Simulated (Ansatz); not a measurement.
## Electronic structure of C₄H₅ (SMILES Cc1c[cH+]1) (charge +1) in real space

The calculation's input:

```
basis:
  gaussian:
    orbitals: def2-TZVPD
crystal:
  periodic: [false, false, false]
  atoms:
    - symbol: C
      position_ang: [-3.137382, 0.273397, 0.873107]
    - symbol: C
      position_ang: [-1.874298, 0.856644, 0.443302]
    - symbol: C
      position_ang: [-1.068493, 1.396263, -0.550198]
    - symbol: C
      position_ang: [-0.572225, 1.254104, 0.715685]
    - symbol: H
      position_ang: [-3.316476, 0.437927, 1.952897]
    - symbol: H
      position_ang: [-3.053415, -0.829234, 0.719482]
    - symbol: H
      position_ang: [-3.982442, 0.624928, 0.250762]
    - symbol: H
      position_ang: [-0.920598, 1.718193, -1.592511]
    - symbol: H
      position_ang: [0.261810, 1.379258, 1.423250]
total_charge: 1
magnetization:
  spin_polarized: false
  initial_magnetization: 0
hamiltonian:
  xc: {name: PBE0}
output: {forces: true, orbitals: {seedname: orbitals}}
```

Launched as:

```sh
ansatz run input.yaml --threads 2 --pin off --max-ram 4350MiB --events-out events.jsonl --progress --plain --runs-dir runs
```

Geometry: PBE-D3(BJ)/def2-SVP.

Theory: isolated molecule in a Gaussian basis; Kohn-Sham density functional theory, functional PBE0 in Ansatz.

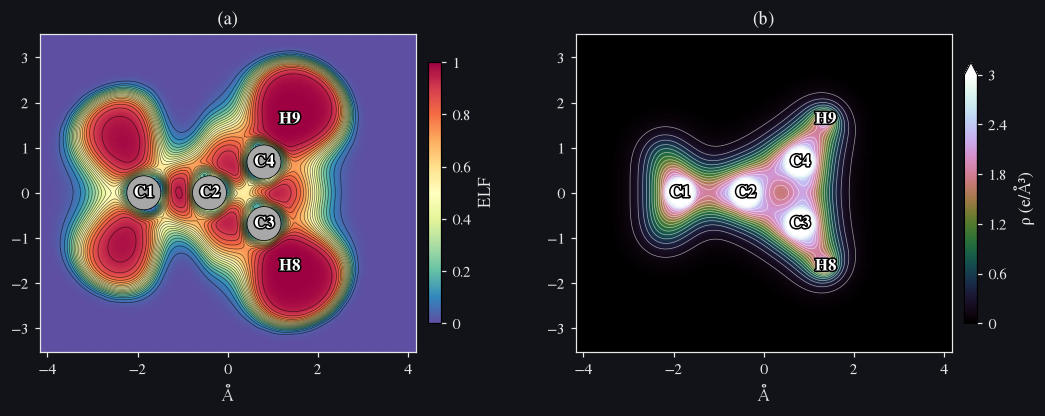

Figure 1. (a) ELF; (b) electron density on the plane of atoms C1, C2 and C3. Grey discs cover the atomic cores in the ELF map.

Q: What does the map show?

A: The plane passes through C and H nuclei.
C–C (1.37 Å): the density is about 2.1 e/Å³ at the midpoint; the ELF peaks at about 0.85 between the atoms, as expected for a covalent bond.
C–H (1.10 Å): ρ at the midpoint is about 2.1 e/Å³; the ELF climbs to about 1 towards the hydrogen, as it does in any bond to H (an ordinary covalent bond to hydrogen).
C–C (1.46 Å): ρ at the midpoint is about 1.9 e/Å³; the ELF peaks at about 0.95 between the atoms, as expected for a covalent bond.

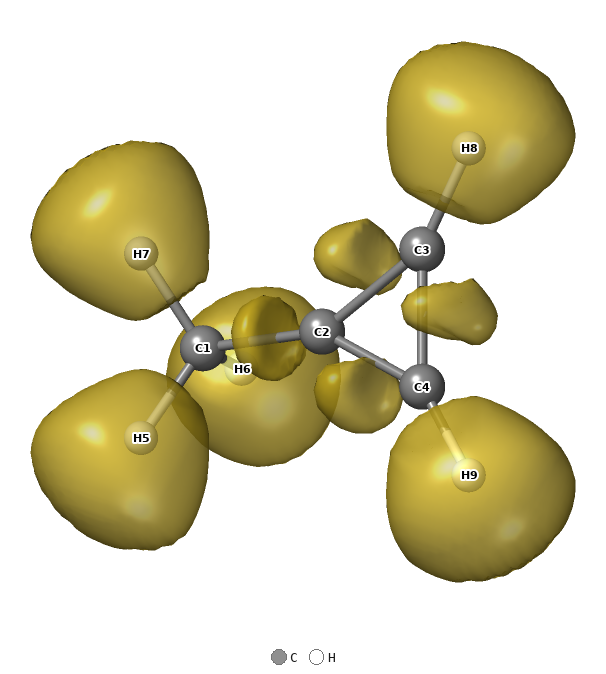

Figure 2. Isosurface of the electron localisation function at 0.85 (yellow), seen at an oblique angle. Only the valence region is drawn (cores and ρ < 0.01 e/Å³ removed).

Q: What do the ELF domains correspond to?

A: The ELF exceeds this value in four regions between bonded C–C atoms (shared pairs) and five regions around hydrogen nuclei.

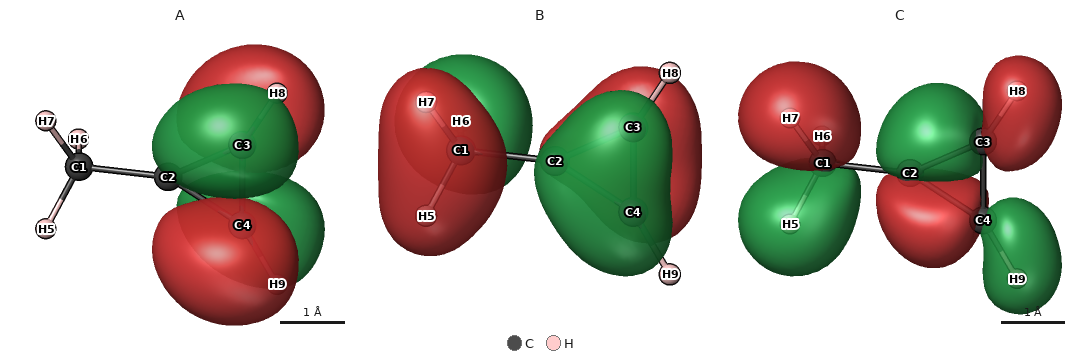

Figure 3. Three frontier orbitals at ±0.1 Å⁻³ᐟ² (green and red are the two phases), in no order.

Q: Which picture is the HOMO−1, the HOMO and the LUMO?

A: B is the HOMO−1 (−16.28 eV). It lies mainly on C1 (about 30 %), H6 (about 15 %), C4 (about 15 %), C3 (about 15 %) and C2 (about 10 %). C is the HOMO (−15.73 eV). It lies mainly on C1 (about 25 %), C2 (about 20 %), C3 (about 15 %), C4 (about 15 %), H5 (about 10 %) and H7 (about 10 %). A is the LUMO (−7.18 eV). By Hirshfeld shares it lies mainly on C4 (about 40 %) and C3 (about 40 %); π-antibonding (π*) across C4–C3.

Q: What is the HOMO–LUMO gap?

A: 8.55 eV between the orbital energies.
